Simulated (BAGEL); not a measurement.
**UHF/STO-3G (density fitting with qzvpp-jkfit) run of CHF2O (SMILES [O]C(F)F)**

What is the vertical ionisation energy of CHF2O at UHF/STO-3G (density fitting with qzvpp-jkfit)? 

Program for the calculation: BAGEL 1.2.2.

1 further run of the same task is left out (it didn't finish).

## 1. The structure to begin with

The species is CHF2O (5 atoms), meant as a doublet with charge 0. As SMILES, `[O]C(F)F`. The coordinates come from a PBE0-D4/def2-TZVP relaxation.

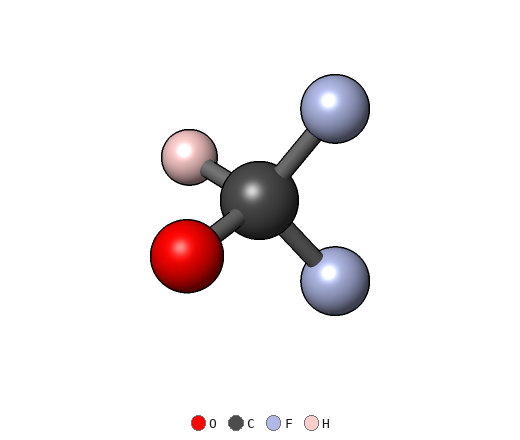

The structure, seen from a chosen angle (oxygen red, carbon dark grey, fluorine light blue, hydrogen pink).

## 2. The energy at UHF/STO-3G (density fitting with qzvpp-jkfit)

Input file input.json:

```json
{ "bagel": [

{
  "title": "molecule",
  "basis": "sto-3g",
  "df_basis": "qzvpp-jkfit",
  "angstrom": true,
  "geometry": [
    { "atom": "O", "xyz": [   -0.541600,   -0.387700,    1.137900 ] },
    { "atom": "C", "xyz": [    0.011000,    0.001200,    0.004100 ] },
    { "atom": "F", "xyz": [    1.102700,   -0.708000,   -0.342800 ] },
    { "atom": "F", "xyz": [   -0.825400,   -0.034200,   -1.051500 ] },
    { "atom": "H", "xyz": [    0.303300,    1.055000,    0.210800 ] }
  ]
},
{
  "title": "uhf",
  "nopen": 1
},
{
  "title": "print",
  "file": "orbitals.molden",
  "orbitals": true
}

]}
```

Started as:

```bash
$ BAGEL_NUM_THREADS=1 BAGEL input.json > input.out
```

Log:

```text
* using 1 threads per process

  ===============================================================
  ===============================================================

  *** Geometry ***

  { "atom" : "O", "xyz" : [     -1.023476,     -0.732647,      2.150319 ] },
  { "atom" : "C", "xyz" : [      0.020787,      0.002268,      0.007748 ] },
  { "atom" : "F", "xyz" : [      2.083801,     -1.337926,     -0.647798 ] },
  { "atom" : "F", "xyz" : [     -1.559780,     -0.064629,     -1.987047 ] },
  { "atom" : "H", "xyz" : [      0.573154,      1.993661,      0.398354 ] },

  Number of auxiliary basis functions:      324

  Since a DF basis is specified, we compute 2- and 3-index integrals:
    o Being stored without compression. Storage requirement is 0.001 GB

  Number of basis functions:       21
  Number of electrons      :       33

    * METHOD: MOLECULE                             0.05

  *** Open-shell HF ***

  === Nuclear Repulsion ===
   125.3716852213

      * DIIS with orbital gradients will be used.

  === UHF iteration (sto-3g) ===
      0       -307.62645098          0.07849173           0.01
      1       -307.83282354          0.02553387           0.01
      2       -307.86058866          0.00788529           0.01
      3       -307.86464688          0.00359639           0.01
      4       -307.86643788          0.00144348           0.01
      5       -307.86685548          0.00075859           0.01
      6       -307.86701442          0.00018300           0.01
      7       -307.86702031          0.00005447           0.01
      8       -307.86702134          0.00001269           0.01
      9       -307.86702150          0.00000374           0.01
     10       -307.86702153          0.00000160           0.01
     11       -307.86702154          0.00000077           0.01
     12       -307.86702155          0.00000023           0.01
     13       -307.86702155          0.00000008           0.01
     14       -307.86702155          0.00000005           0.01
     15       -307.86702155          0.00000004           0.01
     16       -307.86702155          0.00000003           0.01
     17       -307.86702155          0.00000003           0.01
     18       -307.86702155          0.00000002           0.01
     19       -307.86702155          0.00000001           0.01
    * SCF iteration converged.

    * S^2 (UHF) is 0.7546

    * Permanent dipole moment:
           (   -0.098848,    -0.369232,    -0.082046) a.u.

    * METHOD: UHF                                  0.20

    * METHOD: PRINT                                0.00

  ===============================================================
```

It took 0.4 s on 1 thread of Arm Neoverse V2, shared host; peak memory 0.082 GiB.

## 3. The singlet cation

Input file input.json:

```json
{ "bagel" : [

{
  "title" : "molecule",
  "basis" : "sto-3g",
  "df_basis" : "qzvpp-jkfit",
  "angstrom" : true,
  "geometry" : [
    { "atom" : "O", "xyz" : [      -0.541600,      -0.387700,       1.137900 ] },
    { "atom" : "C", "xyz" : [       0.011000,       0.001200,       0.004100 ] },
    { "atom" : "F", "xyz" : [       1.102700,      -0.708000,      -0.342800 ] },
    { "atom" : "F", "xyz" : [      -0.825400,      -0.034200,      -1.051500 ] },
    { "atom" : "H", "xyz" : [       0.303300,       1.055000,       0.210800 ] }
  ]
},

{ "title" : "hf", "charge" : 1 },

{ "title" : "print", "file" : "orbitals.molden", "orbitals" : true }

]}
```

Started as:

```bash
$ BAGEL_NUM_THREADS=1 BAGEL input.json > input.out
```

Log:

```text
* using 1 threads per process

  ===============================================================
  ===============================================================

  *** Geometry ***

  { "atom" : "O", "xyz" : [     -1.023476,     -0.732647,      2.150319 ] },
  { "atom" : "C", "xyz" : [      0.020787,      0.002268,      0.007748 ] },
  { "atom" : "F", "xyz" : [      2.083801,     -1.337926,     -0.647798 ] },
  { "atom" : "F", "xyz" : [     -1.559780,     -0.064629,     -1.987047 ] },
  { "atom" : "H", "xyz" : [      0.573154,      1.993661,      0.398354 ] },

  Number of auxiliary basis functions:      324

  Since a DF basis is specified, we compute 2- and 3-index integrals:
    o Being stored without compression. Storage requirement is 0.001 GB

  Number of basis functions:       21
  Number of electrons      :       33

    * METHOD: MOLECULE                             0.05

  *** RHF ***

  === Nuclear Repulsion ===
   125.3716852213

      * DIIS with orbital gradients will be used.

  === RHF iteration (sto-3g) ===
      0       -307.19660982          0.04173920           0.00
      1       -307.39478436          0.01387006           0.00
      2       -307.41716783          0.00352668           0.00
      3       -307.42220793          0.00150580           0.00
      4       -307.42338273          0.00102516           0.00
      5       -307.42396896          0.00062365           0.00
      6       -307.42417918          0.00039344           0.00
      7       -307.42429600          0.00012755           0.00
      8       -307.42430565          0.00004778           0.00
      9       -307.42430693          0.00001307           0.00
     10       -307.42430700          0.00000309           0.00
     11       -307.42430701          0.00000092           0.00
     12       -307.42430701          0.00000047           0.00
     13       -307.42430701          0.00000031           0.00
     14       -307.42430701          0.00000019           0.00
     15       -307.42430701          0.00000012           0.00
     16       -307.42430701          0.00000006           0.00
     17       -307.42430701          0.00000003           0.00
     18       -307.42430701          0.00000002           0.00
     19       -307.42430701          0.00000002           0.00
     20       -307.42430701          0.00000002           0.00
     21       -307.42430701          0.00000001           0.00
     22       -307.42430701          0.00000001           0.00
    * SCF iteration converged.

    * Permanent dipole moment:
           (    0.152267,    -0.734328,    -1.112427) a.u.

    * METHOD: HF                                   0.12

    * METHOD: PRINT                                0.00

  ===============================================================
```

Run time: 0.34 s. Hardware: 1 thread of Arm Neoverse V2, shared host; peak memory 0.082 GiB.

## 4. Outcome

At UHF/STO-3G (density fitting with qzvpp-jkfit):

| quantity | value |
| --- | --- |
| doublet CHF2O: total energy | -307.86702 Eh |
| doublet CHF2O: dipole moment | 0.99 D |
| doublet CHF2O: ⟨S²⟩ | 0.755 |
| singlet cation: total energy | -307.42431 Eh |
| singlet cation: HOMO energy | -21.28 eV |
| singlet cation: LUMO energy | -9.84 eV |
| singlet cation: HOMO–LUMO gap | 11.43 eV |
| vertical ionisation energy (to the singlet cation) | 12.047 eV |

What this shows: The vertical ionisation energy comes to 12.05 eV (1162 kJ/mol). Only the singlet of the ionised species was computed; a triplet could lie lower. In a minimal basis such a difference can be off by several eV, whatever the method.
